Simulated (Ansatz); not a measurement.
Run report: WH2OF4, nudged elastic band

The run: nudged elastic band of WH2OF4. Method and program: RHF/def2-SVP (Ansatz 0.2.0).

It belongs to a series of runs on one base structure; here: band between the two ends.

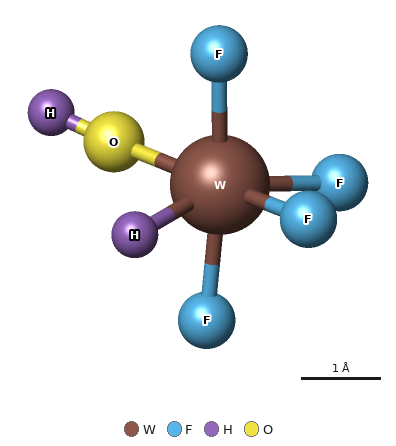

Figure 1. The structure as given in the input (ball-and-stick view, seen at a tilt). Sticks mark near contacts.

## Input file
```yaml
crystal:
  periodic: [false, false, false]
  atoms:
    - { symbol: W, position_ang: [-0.059382, 0.018619, 0.033037] }
    - { symbol: F, position_ang: [0.151333, 0.207985, 1.858986] }
    - { symbol: H, position_ang: [1.623196, 0.05357, 0.173857] }
    - { symbol: O, position_ang: [-0.104972, 1.807183, -0.193136] }
    - { symbol: H, position_ang: [0.06213, 2.69404, -0.476309] }
    - { symbol: F, position_ang: [-1.805452, -0.492112, 0.476986] }
    - { symbol: F, position_ang: [0.334359, -1.785002, 0.027394] }
    - { symbol: F, position_ang: [-0.025913, -0.137184, -1.801315] }
basis:
  gaussian: { orbitals: def2-SVP }
hamiltonian:
  xc: hf
neb:
  order_check: false
  images: 7
  f_tol: 0.05
  max_iterations: 60
  final_atoms:
    - { symbol: W, position_ang: [-0.52377924, 0.27036684, -0.60849363] }
    - { symbol: F, position_ang: [1.90277995, -0.57532196, 2.1526719] }
    - { symbol: H, position_ang: [1.45857754, -1.12541875, 1.58508128] }
    - { symbol: O, position_ang: [-0.79832901, 2.04771255, -0.85645687] }
    - { symbol: H, position_ang: [-0.68791876, 2.97509388, -0.71631204] }
    - { symbol: F, position_ang: [-2.00601659, -0.00524507, 0.45598093] }
    - { symbol: F, position_ang: [0.25154176, -1.26050689, 0.1580449] }
    - { symbol: F, position_ang: [0.57844336, 0.04041839, -2.07101647] }
  initial_path:
    images:
      - { positions_ang: [[-0.059382, 0.018619, 0.033037], [0.151333, 0.207985, 1.858986], [1.623196, 0.05357, 0.173857], [-0.104972, 1.807183, -0.193136], [0.06213, 2.69404, -0.476309], [-1.805452, -0.492112, 0.476986], [0.334359, -1.785002, 0.027394], [-0.025913, -0.137184, -1.801315]] }
      - { positions_ang: [[-0.0440603, 0.01389212, 0.02589037], [0.35244744, 0.16394777, 1.84892774], [1.65320963, 0.04598716, 0.33362794], [-0.08164659, 1.84025554, -0.15054157], [-0.11786512, 2.58607749, -0.53941105], [-1.81605924, -0.3723042, 0.36514712], [0.2544818, -1.80126682, 0.02814475], [-0.02520862, -0.10949006, -1.81228529]] }
      - { positions_ang: [[-0.02873859, 0.00916524, 0.01874374], [0.55356187, 0.11991054, 1.83886947], [1.68322326, 0.03840431, 0.49339887], [-0.05832118, 1.87332808, -0.10794714], [-0.29786024, 2.47811499, -0.6025131], [-1.82666648, -0.25249641, 0.25330825], [0.1746046, -1.81753164, 0.02889549], [-0.02450425, -0.08179611, -1.82325558]] }
      - { positions_ang: [[-0.01341689, 0.00443835, 0.01159711], [0.75467631, 0.07587331, 1.82881121], [1.7132369, 0.03082147, 0.65316981], [-0.03499576, 1.90640062, -0.06535271], [-0.47785535, 2.37015248, -0.66561515], [-1.83727372, -0.13268861, 0.14146937], [0.0947274, -1.83379645, 0.02964624], [-0.02379987, -0.05410217, -1.83422588]] }
      - { positions_ang: [[0.00190481, -0.00028853, 0.00445049], [0.95579075, 0.03183608, 1.81875294], [1.74325053, 0.02323862, 0.81294074], [-0.01167035, 1.93947316, -0.02275828], [-0.65785047, 2.26218998, -0.7287172], [-1.84788096, -0.01288081, 0.02963049], [0.0148502, -1.85006127, 0.03039699], [-0.0230955, -0.02640823, -1.84519617]] }
      - { positions_ang: [[-0.1295162, 0.06737531, -0.14878554], [1.19253805, -0.11995343, 1.90223268], [1.67208228, -0.26392572, 1.00597588], [-0.20833502, 1.966533, -0.23118293], [-0.66536754, 2.44041595, -0.72561591], [-1.88741487, -0.01097188, 0.1362181], [0.07402309, -1.70267268, 0.06230897], [0.12728922, -0.00970157, -1.90165124]] }
      - { positions_ang: [[-0.26093722, 0.13503915, -0.30202157], [1.42928535, -0.27174294, 1.98571242], [1.60091403, -0.55109006, 1.19901101], [-0.40499968, 1.99359285, -0.43960757], [-0.67288461, 2.61864193, -0.72251462], [-1.92694878, -0.00906294, 0.24280571], [0.13319598, -1.55528408, 0.09422094], [0.27767393, 0.00700508, -1.95810632]] }
      - { positions_ang: [[-0.39235823, 0.202703, -0.4552576], [1.66603265, -0.42353245, 2.06919216], [1.52974579, -0.8382544, 1.39204615], [-0.60166435, 2.0206527, -0.64803222], [-0.68040169, 2.7968679, -0.71941333], [-1.96648269, -0.007154, 0.34939332], [0.19236887, -1.40789548, 0.12613292], [0.42805864, 0.02371174, -2.01456139]] }
      - { positions_ang: [[-0.52377924, 0.27036684, -0.60849363], [1.90277995, -0.57532196, 2.1526719], [1.45857754, -1.12541875, 1.58508128], [-0.79832901, 2.04771255, -0.85645687], [-0.68791876, 2.97509388, -0.71631204], [-2.00601659, -0.00524507, 0.45598093], [0.25154176, -1.26050689, 0.1580449], [0.57844336, 0.04041839, -2.07101647]] }
```

Run as:
```bash
ansatz run input.yaml --threads 2 --pin off --max-ram 3072MiB --backend cpu --events-out ev --progress --plain --runs-dir out
```

## What the program printed
```
Engine: ansatz 0.2.0, aarch64-unknown-linux-gnu
Functional definition: HF
  exchange = exact_x
  correlation = 0
1159 factors; integrals over basis functions are off by at most 3.0e-4 eV
mean field evaluation 1: about -14681.7104 eV, gradient 7.2e1 eV
mean field evaluation 2: about -14681.9287 eV, gradient 7.2e1 eV
mean field evaluation 4: about -14691.3612 eV, gradient 3.9e0 eV
mean field evaluation 8: about -14691.4591 eV, gradient 5.3e-1 eV
mean field -14691.46165560 eV, -539.9012576130 hartree, gradient 3.0e-5 eV, S^2 0.000000; 0 other end points of the search recorded, 0 dependent functions left out
the calculation of the forces begins
reference -14691.46165560 eV, -539.9012576130 hartree; 30, 30 occupied and 82, 82 virtual orbitals, 1159 factors
1159 factors; integrals over basis functions are off by at most 7.4e-4 eV
mean field evaluation 16: about -14682.5801 eV, gradient 6.7e1 eV
mean field evaluation 32: about -14688.8339 eV, gradient 3.8e0 eV
mean field -14692.10012810 eV, -539.9247210446 hartree, gradient 3.0e-5 eV, S^2 0.000000; 0 other end points of the search recorded, 0 dependent functions left out
[... from here on the field's lines of each further geometry are left out, up to the last ...]
NEB iter   1: max|band force component| = 2.402e1 eV/Å  barrier→ = 4.8837 eV  barrier← = 5.5222 eV  Δτ_max = 0.2000 Å  (1035 SCF iters)
NEB iter   2: max|band force component| = 4.145e0 eV/Å  barrier→ = 3.2340 eV  barrier← = 3.8724 eV  Δτ_max = 0.2000 Å  (438 SCF iters)
NEB iter   3: max|band force component| = 1.928e0 eV/Å  barrier→ = 2.6561 eV  barrier← = 3.2945 eV  Δτ_max = 0.2000 Å  (414 SCF iters)
NEB iter   4: max|band force component| = 3.105e0 eV/Å  barrier→ = 2.0685 eV  barrier← = 2.7070 eV  Δτ_max = 0.1006 Å  (428 SCF iters)
NEB iter   5: max|band force component| = 2.613e0 eV/Å  barrier→ = 1.3883 eV  barrier← = 2.0268 eV  Δτ_max = 0.1005 Å  (412 SCF iters)
NEB iter   6: max|band force component| = 1.440e0 eV/Å  barrier→ = 1.5328 eV  barrier← = 2.1713 eV  Δτ_max = 0.1018 Å  (421 SCF iters)
NEB iter   7: max|band force component| = 3.088e0 eV/Å  barrier→ = 1.7421 eV  barrier← = 2.3806 eV  Δτ_max = 0.0503 Å  (442 SCF iters)
NEB iter   8: max|band force component| = 1.264e0 eV/Å  barrier→ = 1.7583 eV  barrier← = 2.3967 eV  Δτ_max = 0.1006 Å  (408 SCF iters)
NEB iter   9: max|band force component| = 9.937e-1 eV/Å  barrier→ = 1.6013 eV  barrier← = 2.2398 eV  Δτ_max = 0.1968 Å  (446 SCF iters)
NEB iter  10: max|band force component| = 3.634e0 eV/Å  barrier→ = 1.1074 eV  barrier← = 1.7458 eV  Δτ_max = 0.1027 Å  (440 SCF iters)
NEB iter  11: max|band force component| = 1.052e0 eV/Å  barrier→ = 1.1601 eV  barrier← = 1.7986 eV  Δτ_max = 0.2000 Å  (453 SCF iters)
NEB iter  12: max|band force component| = 8.786e-1 eV/Å  barrier→ = 0.8152 eV  barrier← = 1.4537 eV  Δτ_max = 0.2000 Å  (433 SCF iters)
NEB iter  13: max|band force component| = 9.854e-1 eV/Å  barrier→ = 1.2075 eV  barrier← = 1.8460 eV  Δτ_max = 0.1019 Å  (421 SCF iters)
NEB iter  14: max|band force component| = 1.264e0 eV/Å  barrier→ = 1.2627 eV  barrier← = 1.9012 eV  Δτ_max = 0.0504 Å  (417 SCF iters)
NEB iter  15: max|band force component| = 2.142e0 eV/Å  barrier→ = 1.1705 eV  barrier← = 1.8089 eV  CI = image 2  Δτ_max = 0.1018 Å  (450 SCF iters)
NEB iter  16: max|band force component| = 2.111e0 eV/Å  barrier→ = 1.3209 eV  barrier← = 1.9593 eV  CI = image 2  Δτ_max = 0.2000 Å  (446 SCF iters)
NEB iter  17: max|band force component| = 1.039e0 eV/Å  barrier→ = 1.5426 eV  barrier← = 2.1811 eV  CI = image 2  Δτ_max = 0.2000 Å  (445 SCF iters)
NEB iter  18: max|band force component| = 9.007e-1 eV/Å  barrier→ = 1.5650 eV  barrier← = 2.2035 eV  CI = image 2  Δτ_max = 0.1776 Å  (445 SCF iters)
NEB iter  19: max|band force component| = 4.502e-1 eV/Å  barrier→ = 1.5458 eV  barrier← = 2.1843 eV  CI = image 2  Δτ_max = 0.0477 Å  (409 SCF iters)
NEB iter  20: max|band force component| = 2.394e-1 eV/Å  barrier→ = 1.5346 eV  barrier← = 2.1731 eV  CI = image 2  Δτ_max = 0.1077 Å  (438 SCF iters)
NEB iter  21: max|band force component| = 2.011e-1 eV/Å  barrier→ = 1.5141 eV  barrier← = 2.1526 eV  CI = image 2  Δτ_max = 0.0541 Å  (432 SCF iters)
NEB iter  22: max|band force component| = 1.642e-1 eV/Å  barrier→ = 1.5047 eV  barrier← = 2.1432 eV  CI = image 2  Δτ_max = 0.0541 Å  (455 SCF iters)
NEB iter  23: max|band force component| = 1.782e-1 eV/Å  barrier→ = 1.4978 eV  barrier← = 2.1363 eV  CI = image 2  Δτ_max = 0.0271 Å  (455 SCF iters)
NEB iter  24: max|band force component| = 1.073e-1 eV/Å  barrier→ = 1.4949 eV  barrier← = 2.1334 eV  CI = image 2  Δτ_max = 0.0541 Å  (433 SCF iters)
NEB iter  25: max|band force component| = 5.493e-2 eV/Å  barrier→ = 1.4925 eV  barrier← = 2.1310 eV  CI = image 2  Δτ_max = 0.0524 Å  (438 SCF iters)
NEB iter  26: max|band force component| = 8.481e-2 eV/Å  barrier→ = 1.4914 eV  barrier← = 2.1299 eV  CI = image 2  Δτ_max = 0.0263 Å  (436 SCF iters)
NEB iter  27: max|band force component| = 4.990e-2 eV/Å  barrier→ = 1.4908 eV  barrier← = 2.1293 eV  CI = image 2  Δτ_max = 0.0263 Å  (1064 SCF iters)
NEB iter  28: max|band force component| = 6.956e-2 eV/Å  barrier→ = 1.4902 eV  barrier← = 2.1286 eV  CI = image 2  Δτ_max = 0.0265 Å  (53 SCF iters)
NEB iter  29: max|band force component| = 1.152e-1 eV/Å  barrier→ = 1.4898 eV  barrier← = 2.1283 eV  CI = image 2  Δτ_max = 0.0132 Å  (433 SCF iters)
the calculation of the forces begins
reference -14692.09481002 eV, -539.9245256085 hartree; 30, 30 occupied and 82, 82 virtual orbitals, 1161 factors
1159 factors; integrals over basis functions are off by at most 1.0e-3 eV
mean field evaluation 2816: about -14689.5800 eV, gradient 4.6e-3 eV
mean field -14689.97209319 eV, -539.8465172042 hartree, gradient 2.2e-5 eV, S^2 0.000000; 1 other end points of the search recorded, 0 dependent functions left out
the calculation of the forces begins
reference -14689.97209319 eV, -539.8465172042 hartree; 30, 30 occupied and 82, 82 virtual orbitals, 1159 factors
NEB iter  30: max|band force component| = 4.704e-2 eV/Å  barrier→ = 1.4896 eV  barrier← = 2.1280 eV  CI = image 2  Δτ_max = 0.0000 Å  (1166 SCF iters)
```

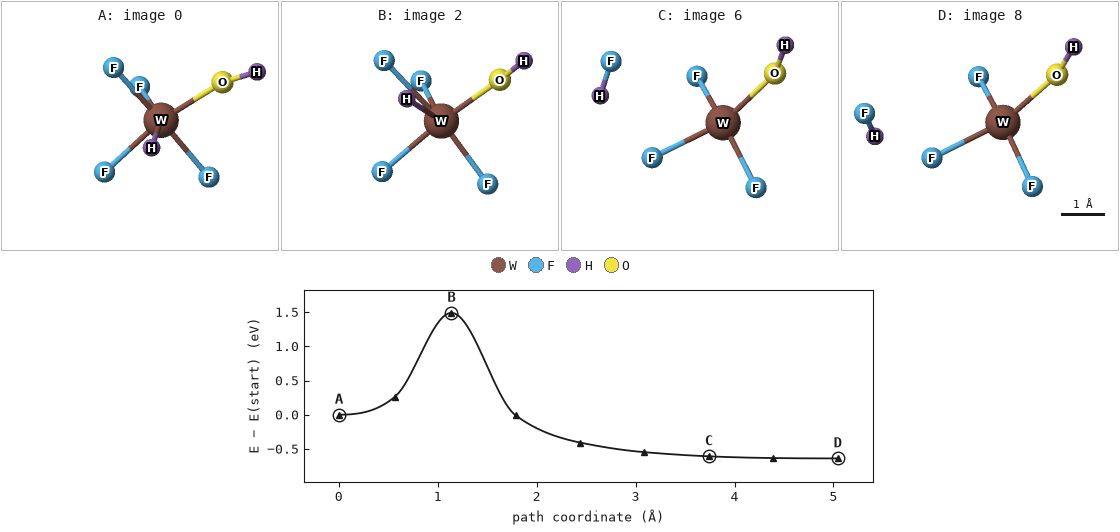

Figure 2. Images of the last band (counted from 0; ball-and-stick, seen at a tilt) above the energy along the path; the line is a cubic interpolation that uses the forces. The highest image is number 2, 1.490 eV above the start and 2.128 eV above the end (the climbing image); the end lies 0.638 eV below the start. The path is 5.04 Å long. The band converged in 30 iterations.

```
Total energy: -14689.97209319 eV, -539.8465172042 hartree
Atom 0 at    -0.124470    -0.042688    -0.216884 Å, force    -0.013564     0.000049     0.000171 eV/Å
Atom 1 at     0.368768     0.143794     1.804913 Å, force    -0.002521     0.008607    -0.003720 eV/Å
Atom 2 at     1.174243     0.223616     0.839627 Å, force     0.008016    -0.007974     0.001924 eV/Å
Atom 3 at    -0.140768     1.763020    -0.397314 Å, force     0.025889    -0.008977     0.004250 eV/Å
Atom 4 at     0.148889     2.661800    -0.411156 Å, force    -0.019190     0.004311    -0.000910 eV/Å
Atom 5 at    -1.714788    -0.359196     0.682706 Å, force     0.000940     0.000410    -0.001930 eV/Å
Atom 6 at     0.546436    -1.760545    -0.135088 Å, force     0.000562     0.000905     0.000222 eV/Å
Atom 7 at    -0.083011    -0.262702    -2.067304 Å, force    -0.000132     0.002669    -0.000008 eV/Å
Dipole moment:     0.407177     0.856412    -0.273100 e Å
this run last wrote the band of iteration 30 to [file]; this run last wrote the band within `neb.f_tol` of iteration 27 to [file]
```

## The last band as extended XYZ (Å, eV, eV/Å)
```
8
Properties=species:S:1:pos:R:3:forces:R:3 image=0 energy=-14691.46166
W    -0.0594    0.0186    0.0330    0.0052  -0.0041   0.0005
F     0.1513    0.2080    1.8590   -0.0004   0.0023  -0.0009
H     1.6232    0.0536    0.1739   -0.0035   0.0021  -0.0015
O    -0.1050    1.8072   -0.1931   -0.0002   0.0080  -0.0038
H     0.0621    2.6940   -0.4763    0.0011  -0.0055   0.0037
F    -1.8055   -0.4921    0.4770   -0.0013  -0.0014  -0.0002
F     0.3344   -1.7850    0.0274   -0.0009  -0.0013  -0.0015
F    -0.0259   -0.1372   -1.8013    0.0000   0.0000   0.0038
8
Properties=species:S:1:pos:R:3:forces:R:3 image=1 energy=-14691.19595
W    -0.0837   -0.0201   -0.0528    0.1349   0.0525   0.4114
F     0.1427    0.1134    1.8349   -0.6199  -0.0560   0.1032
H     1.4452    0.2244    0.4798    0.6481   0.0457  -0.9065
O    -0.1239    1.7616   -0.3411    0.0417  -0.0347   0.1792
H     0.1855    2.6520   -0.4215   -0.0252  -0.0151  -0.0500
F    -1.7778   -0.3634    0.6080   -0.1427  -0.0754  -0.2413
F     0.5014   -1.7617   -0.0983   -0.0344   0.0205   0.1202
F    -0.1141   -0.2391   -1.9095   -0.0025   0.0627   0.3839
8
Properties=species:S:1:pos:R:3:forces:R:3 image=2 energy=-14689.97209
W    -0.1245   -0.0427   -0.2169   -0.0136   0.0000   0.0002
F     0.3688    0.1438    1.8049   -0.0025   0.0086  -0.0037
H     1.1742    0.2236    0.8396    0.0080  -0.0080   0.0019
O    -0.1408    1.7630   -0.3973    0.0259  -0.0090   0.0043
H     0.1489    2.6618   -0.4112   -0.0192   0.0043  -0.0009
F    -1.7148   -0.3592    0.6827    0.0009   0.0004  -0.0019
F     0.5464   -1.7605   -0.1351    0.0006   0.0009   0.0002
F    -0.0830   -0.2627   -2.0673   -0.0001   0.0027   0.0000
8
Properties=species:S:1:pos:R:3:forces:R:3 image=3 energy=-14691.47255
W    -0.3212   -0.0677   -0.4635   -0.3596  -0.0264  -0.4381
F     0.5642    0.1978    1.8178    0.3599   0.0913   0.0130
H     1.2991    0.2075    1.2764    0.2053  -0.0333   0.7853
O    -0.2504    1.7633   -0.4622   -0.1505  -0.0114  -0.1144
H     0.1303    2.6232   -0.3807   -0.0221  -0.0626   0.0342
F    -1.7063   -0.3680    0.7514    0.0049   0.0061   0.1366
F     0.4819   -1.7278   -0.1665   -0.1380   0.0495  -0.0340
F    -0.0223   -0.2613   -2.2731    0.1000  -0.0134  -0.3827
8
Properties=species:S:1:pos:R:3:forces:R:3 image=4 energy=-14691.86858
W    -0.4441   -0.0448   -0.6157   -0.0699   0.0215  -0.0962
F     0.7602    0.3280    1.9189    0.0841   0.0900   0.0730
H     1.5135   -0.0659    1.6131    0.1229  -0.1432   0.1802
O    -0.4086    1.7840   -0.5833   -0.0733   0.0011  -0.0694
H     0.0380    2.5794   -0.3365   -0.0601  -0.0238   0.0082
F    -1.6924   -0.3169    0.7293    0.0078   0.0290  -0.0048
F     0.3891   -1.6709   -0.2299   -0.0450   0.0260  -0.0115
F     0.0196   -0.2258   -2.3964    0.0334  -0.0006  -0.0795
8
Properties=species:S:1:pos:R:3:forces:R:3 image=5 energy=-14692.00893
W    -0.4711    0.0290   -0.6816   -0.0094   0.0205  -0.0173
F     1.0826    0.3016    1.9665    0.0650   0.0060   0.0076
H     1.4362   -0.5111    1.7857   -0.0174  -0.0853   0.0404
O    -0.5380    1.8533   -0.6657   -0.0387   0.0061  -0.0337
H    -0.1466    2.6562   -0.3563   -0.0323   0.0183  -0.0144
F    -1.6657   -0.2448    0.7075    0.0058   0.0180  -0.0035
F     0.4089   -1.5540   -0.2168    0.0138   0.0181   0.0216
F     0.0689   -0.1632   -2.4398    0.0133  -0.0017  -0.0006
8
Properties=species:S:1:pos:R:3:forces:R:3 image=6 energy=-14692.06972
W    -0.4734    0.1212   -0.6525   -0.0105   0.0139  -0.0026
F     1.3666    0.0110    2.0507    0.0248  -0.0210   0.0095
H     1.3806   -0.8146    1.6788   -0.0082  -0.0275  -0.0080
O    -0.6561    1.9314   -0.7328   -0.0120   0.0054  -0.0137
H    -0.3633    2.7973   -0.4926   -0.0208   0.0126  -0.0163
F    -1.6682   -0.1415    0.7342    0.0019   0.0098  -0.0016
F     0.4415   -1.4234   -0.1098    0.0118   0.0079   0.0231
F     0.1477   -0.1142   -2.3765    0.0129  -0.0011   0.0096
8
Properties=species:S:1:pos:R:3:forces:R:3 image=7 energy=-14692.09481
W    -0.4791    0.2142   -0.6379    0.0006   0.0004   0.0005
F     1.5991   -0.3448    2.1821    0.0061  -0.0086   0.0040
H     1.3812   -1.0219    1.6207    0.0032  -0.0040  -0.0035
O    -0.7342    2.0056   -0.8016   -0.0040   0.0013  -0.0037
H    -0.5526    2.9166   -0.6286   -0.0054   0.0030  -0.0054
F    -1.7890   -0.0565    0.6347   -0.0025   0.0031  -0.0014
F     0.3905   -1.3261   -0.0040   -0.0024   0.0041   0.0053
F     0.3593   -0.0200   -2.2659    0.0044   0.0006   0.0043
8
Properties=species:S:1:pos:R:3:forces:R:3 image=8 energy=-14692.10013
W    -0.5238    0.2704   -0.6085    0.0022   0.0078  -0.0087
F     1.9028   -0.5753    2.1527   -0.0158  -0.0211  -0.0226
H     1.4586   -1.1254    1.5851    0.0171   0.0218   0.0231
O    -0.7983    2.0477   -0.8565   -0.0002  -0.0304   0.0047
H    -0.6879    2.9751   -0.7163    0.0035   0.0207   0.0005
F    -2.0060   -0.0052    0.4560    0.0010  -0.0013  -0.0047
F     0.2515   -1.2605    0.1580   -0.0005   0.0028   0.0003
F     0.5784    0.0404   -2.0710   -0.0073  -0.0002   0.0076
```

## Results in brief

```tsv
quantity	value
outcome	converged
barrier, forward	1.490 eV
barrier, backward	2.128 eV
hardware	2 threads of Arm Neoverse V2, 24 GiB of memory available, shared host
wall time	5.6 min (CPU time 11 min)
peak memory	0.3 GiB
```

## Remarks

The order of the saddle point was not checked.
